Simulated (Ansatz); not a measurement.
# C3H6FNSi: small, medium and large basis sets

How large a basis does C3H6FNSi need? Two functionals are run in growing sets.

Method: one geometry, several basis sets; program: Ansatz 0.2.0, Gaussian basis.

The runs, in order: PBE0-D4/def2-SVP; ωB97M-V/def2-SVP; PBE0-D4/def2-QZVPP; ωB97M-V/def2-QZVPP; the functionals' def2-TZVPP values are taken from earlier runs.

## (1) The geometry

All runs share one geometry, relaxed beforehand with PBE0-D4 in a triple-zeta def2 set.

SMILES `C[Si](C)(F)C#N`, 12 atoms, charge 0, spin multiplicity 1.

Atoms are counted from 1 here; the program's logs count them from 0.

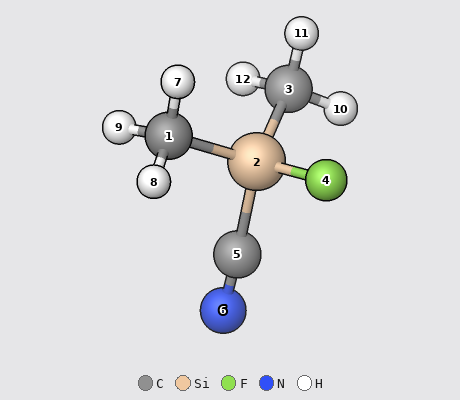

The geometry (carbon grey, silicon light orange, fluorine green, nitrogen blue, hydrogen white); atoms are numbered from 1 in the order of the file.

Geometry (Å):

```
C    -1.25100   -0.57310    0.93922
Si   -0.18702   -0.00530   -0.45729
C     1.61777   -0.33898   -0.26734
F    -0.70947   -0.64506   -1.82358
C    -0.41862    1.83046   -0.65155
N    -0.54241    2.97325   -0.72398
H    -1.15890   -1.65311    1.07821
H    -2.29999   -0.33792    0.74793
H    -0.95573   -0.08145    1.86952
H     2.17315    0.02791   -1.13292
H     1.80205   -1.41154   -0.16798
H     2.00727    0.15963    0.62375
```

## (2) PBE0-D4 in def2-SVP

in.yaml

```yaml
crystal:
  periodic: [false, false, false]
  atoms:
    - {symbol: C, position_ang: [-1.250998, -0.573096, 0.939219]}
    - {symbol: Si, position_ang: [-0.187024, -0.005299, -0.457286]}
    - {symbol: C, position_ang: [1.617772, -0.338975, -0.267341]}
    - {symbol: F, position_ang: [-0.709470, -0.645063, -1.823579]}
    - {symbol: C, position_ang: [-0.418624, 1.830460, -0.651546]}
    - {symbol: N, position_ang: [-0.542409, 2.973248, -0.723983]}
    - {symbol: H, position_ang: [-1.158898, -1.653110, 1.078212]}
    - {symbol: H, position_ang: [-2.299991, -0.337918, 0.747933]}
    - {symbol: H, position_ang: [-0.955728, -0.081448, 1.869521]}
    - {symbol: H, position_ang: [2.173150, 0.027912, -1.132922]}
    - {symbol: H, position_ang: [1.802048, -1.411543, -0.167975]}
    - {symbol: H, position_ang: [2.007272, 0.159631, 0.623749]}
basis:
  gaussian: {orbitals: def2-SVP}
hamiltonian: {xc: pbe0, dispersion: d4}
output: {orbitals: {seedname: orbitals}}
```

Command:

```sh
ansatz run in.yaml --threads 4 --pin off --events-out ev --progress --plain --max-ram 10444MiB
```

The runs that follow: ωB97M-V in def2-SVP; PBE0-D4 in def2-QZVPP; ωB97M-V in def2-QZVPP.

Before running them: what should the planned runs give, taken together? Wanted: PBE0-D4: double and triple zeta above quadruple; ωB97M-V: double and triple zeta above quadruple.

The runs gave:

| quantity | value |
| --- | --- |
| PBE0-D4: double and triple zeta above quadruple | 12.37, 0.68 eV |
| ωB97M-V: double and triple zeta above quadruple | 12.66, 0.63 eV |

In words: PBE0-D4 gains 11.70 eV from double to triple zeta, then 0.68 eV more. Total energies overstate the basis error of differences, where much of it tends to cancel. The LUMO of ωB97M-V is positive and keeps falling with the basis (1.86 to 1.31 eV): an unbound level that the basis holds in place.
